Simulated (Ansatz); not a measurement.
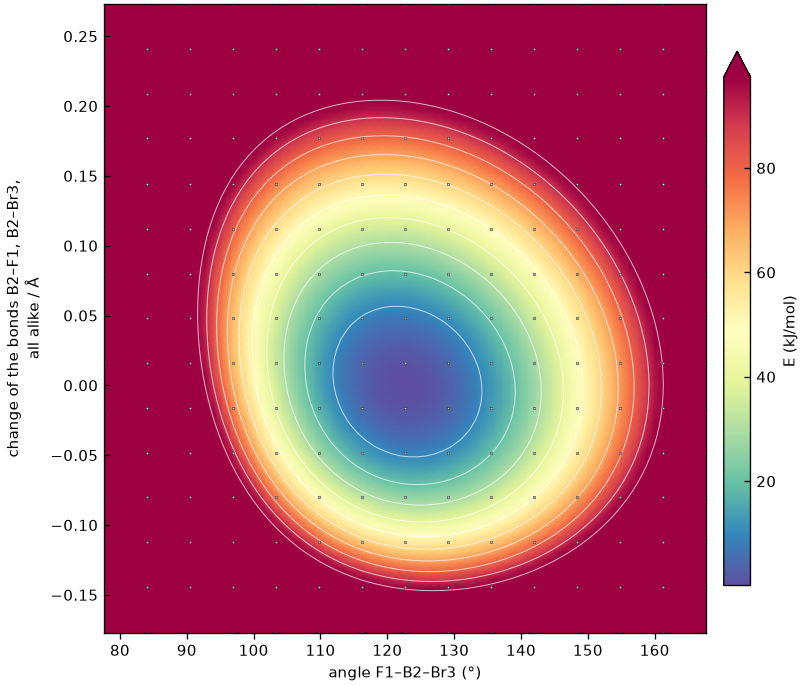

BBrF, SMILES F[B]Br, spin multiplicity 2. The first coordinate is: angle F1–B2–Br3; the second: change of the bonds B2–F1, B2–Br3, all alike. Nothing is relaxed (all other coordinates rigid). The grid has 15 × 15 points. Points are written as (first, second). Energies: kJ/mol, counted from the relaxed molecule at the same level. Method: UKS wB97X-V/def2-SVP (Ansatz).

In the figure: a smooth colour map with a few white contour lines, dots at the grid points, one colour for all values above the top of the scale. Between grid points the surface is interpolated.

**Estimate the position of the minimum and the force constants in these coordinates.**

The interpolated minimum is at angle F1–B2–Br3 ≈ 122.6°, the second coordinate ≈ 0.000 Å. The curvatures there are about 5.5 eV/rad² and 73 eV/Å², with a cross term of about 2.3 eV/(rad·Å). Round the minimum the two coordinates are weakly coupled (coupling 0.12 in units of the two stiffnesses). (1 eV is 96.5 kJ/mol.)
